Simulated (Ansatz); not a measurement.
System (SMILES): [AsH2] (AsH2), doublet.
Atoms: As1, H2, H3. Bonds: As1-H2, As1-H3.

Basis-set convergence of the highest harmonic wavenumber at PBE with Ansatz (a quantum-chemistry and plane-wave program). Each level at its own minimum, finite differences of forces, unscaled; the reference is a large set that could be run, not a limit. Cartesian d functions, on some or all atoms, in 3-21G, 6-31G*; all else is spherical. The program fits the integrals of some runs and decomposes those of others, by size. Open shells are unrestricted. No added dispersion term, no relativity. Reference: the value in pcseg-3, 2118 cm⁻¹, itself unsure by roughly 2 cm⁻¹ (its mean distance from cc-pVQZ, aug-pcseg-2, aug-cc-pVTZ). Deviations are taken from unrounded values.

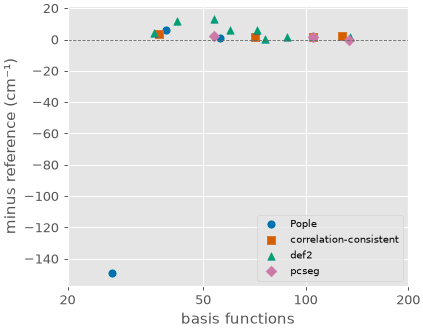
Deviation from the reference against the number of basis functions, by family of sets.

```csv
basis,functions,highest harmonic wavenumber (cm⁻¹),minus reference (cm⁻¹)
3-21G,27,1968,-149
def2-SV(P),36,2122,4
cc-pVDZ,37,2121,4
6-31G*,39,2123,6
def2-SVP,42,2129,12
aug-pcseg-1,54,2120,2
def2-SVPD,54,2131,13
6-311G**,56,2119,1
def2-TZVP,60,2123,6
cc-pVTZ,71,2119,1
def2-TZVPD,72,2124,6
def2-TZVPP,76,2118,0
def2-TZVPPD,88,2119,2
aug-cc-pVTZ,105,2119,2
aug-pcseg-2,105,2119,2
cc-pVQZ,128,2119,2
pcseg-3,134,2118,0
def2-QZVP,135,2119,2
```
